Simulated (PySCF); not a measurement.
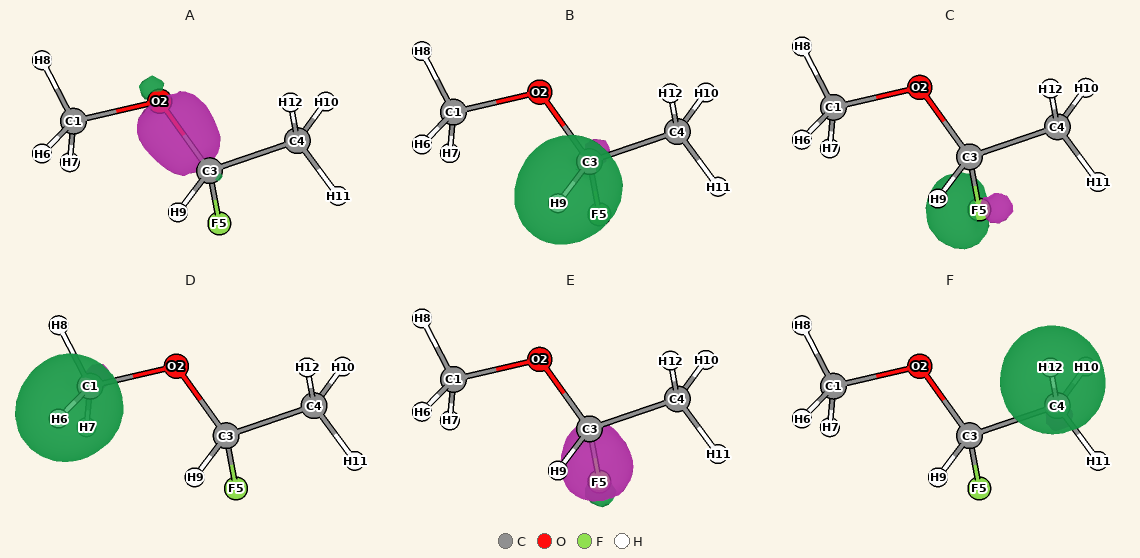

C3H7FO, SMILES `COC(C)F`. Foster–Boys orbitals, occupied; each surface holds about 70 % of the orbital's density. Energies are diagonal elements of the Fock matrix.

PySCF calculation, ωB97X/def2-SVP, gas phase; geometry: GFN2-xTB. No frequency check shows the geometry to be a minimum.

The calculation's input:

```python
import numpy as np
from pyscf import gto, scf, dft, lo
from pyscf.data.elements import chemcore

def solve(mol, dm0=None, hcore=None):
    mf = (dft.UKS if mol.spin else dft.RKS)(mol, xc='wb97x')
    mf.grids.level = 3
    mf = mf.density_fit(auxbasis='def2-universal-jkfit')
    mf.conv_tol, mf.max_cycle = 1e-8, 80
    if hcore is not None:
        mf.get_hcore = lambda *args: hcore
    mf.kernel(dm0)
    if not mf.converged:
        mf = mf.newton().run(mf.mo_coeff, mf.mo_occ, max_cycle=30)
    assert mf.converged, 'SCF not converged'
    return mf

mol = gto.M(atom='''
C     -1.91474     0.14424     0.06252
O     -0.63125     0.62535    -0.28986
C      0.41072    -0.02920     0.31363
C      1.71786     0.66040    -0.02633
F      0.46396    -1.34485    -0.14305
H     -2.07273     0.21730     1.14456
H     -2.04435    -0.89523    -0.25071
H     -2.62813     0.77718    -0.45909
H      0.26130    -0.12734     1.40642
H      1.82300     0.70398    -1.10663
H      2.54749     0.10349     0.39872
H      1.70475     1.66878     0.37410
''', basis='def2-svp', charge=0, spin=0, verbose=4)
mf = solve(mol)
occ_all = mf.mo_coeff[:, mf.mo_occ > 0]
occ = occ_all[:, chemcore(mol):]
bo = lo.Boys(mol, occ)
loc = bo.kernel()
for _ in range(5):
    new, stable = bo.stability(return_status=True)
    if stable:
        break
    loc = bo.kernel(new)
fock, s = mf.get_fock(), mf.get_ovlp()
ortho = lo.orth_ao(mol, 'meta_lowdin')
labels = mol.ao_labels(fmt=None)
vir = loc[:, :0]
both = np.hstack([loc, vir])
p = (ortho.T @ s @ both) ** 2
pop = np.array([p[[l[0] == a for l in labels]].sum(0) for a in range(mol.natm)])
spd = np.array([[p[[l[0] == a and l[2][-1] == k for l in labels]].sum(0) for k in 'spd'] for a in range(mol.natm)])
eps = np.einsum('pi,pq,qi->i', both, fock, both)
for i in np.argsort(eps):
    top = np.argsort(-pop[:, i])[:3]
    print('%3d %s %9.4f Eh ' % (i + 1, 'occ' if i < loc.shape[1] else 'vir', eps[i]), '  '.join('%s%d %.3f' % (mol.atom_symbol(a), a + 1, pop[a, i]) for a in top))
np.savez('result.npz', c=both, nocc=loc.shape[1], pop=pop, spd=spd, eps=eps, e=mf.e_tot)
```

Launched as:

```sh
OMP_NUM_THREADS=1 python input.py
```

The run took 9.6 s on 1 thread of Intel(R) Xeon(R) Platinum 8488C (Sapphire Rapids), with other jobs on the host, peak memory 0.47 GiB.

> Name the orbitals, with their atomic make-up and energies.

By panel:
- A: σ bond O2–C3 (O2 63 %, C3 36 %; −23.0 eV)
- B: σ bond C3–H9 (C3 53 %, H9 46 %; −16.7 eV)
- C: lone pair on F5 (sp2.7-type) (F5 98 %; −18.6 eV)
- D: σ bond C1–H6 (C1 54 %, H6 45 %; −16.4 eV)
- E: σ bond F5–C3 (F5 70 %, C3 29 %; −24.1 eV)
- F: σ bond C4–H12 (C4 55 %, H12 44 %; −16.2 eV)
